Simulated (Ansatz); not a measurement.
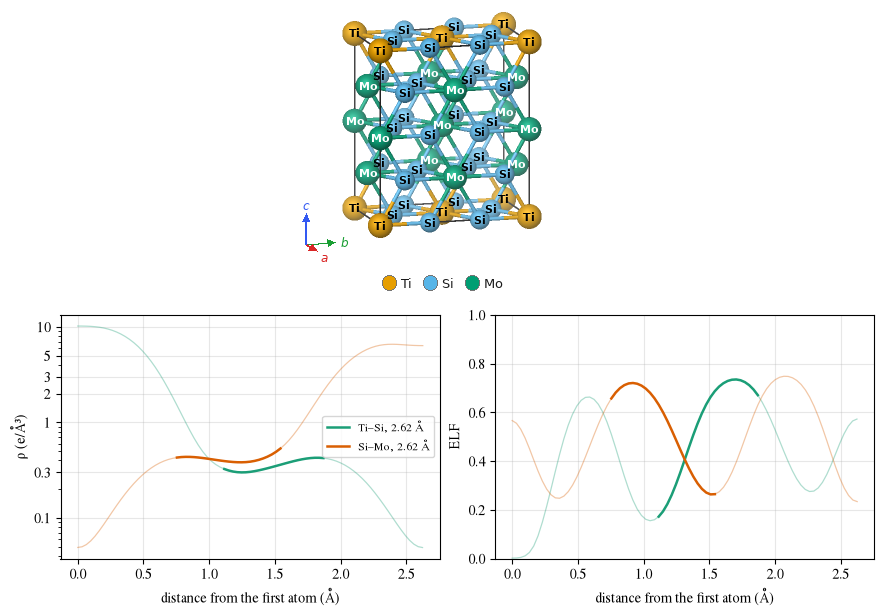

The picture shows: TiSi₈Mo₃. Valence pseudo-density and electron localisation function along straight lines between neighbouring atoms. Thin, pale parts lie inside the atomic spheres. The structure is drawn too.

Space group Cmmm; a structure generated by program, which may or may not match a known phase; computed without spin polarisation.

Theory: DFT PBE, scalar-relativistic, plane waves, PAW (Ansatz 0.2.0).

Core electrons are frozen (PAW), and the valence fields are smoothed inside the atomic spheres.

Q: Compare the contacts.

A: Ti–Si (2.62 Å): ρ at the midpoint is about 0.3 e/Å³; the ELF peaks at about 0.75 in the valence shell of Si, 0.9 Å from its nucleus, and is about 0.40 at the midpoint.
Si–Mo (2.62 Å): ρ at the midpoint is about 0.39 e/Å³; the ELF peaks at about 0.70 in the valence shell of Si, 0.9 Å from its nucleus, and is about 0.40 at the midpoint.
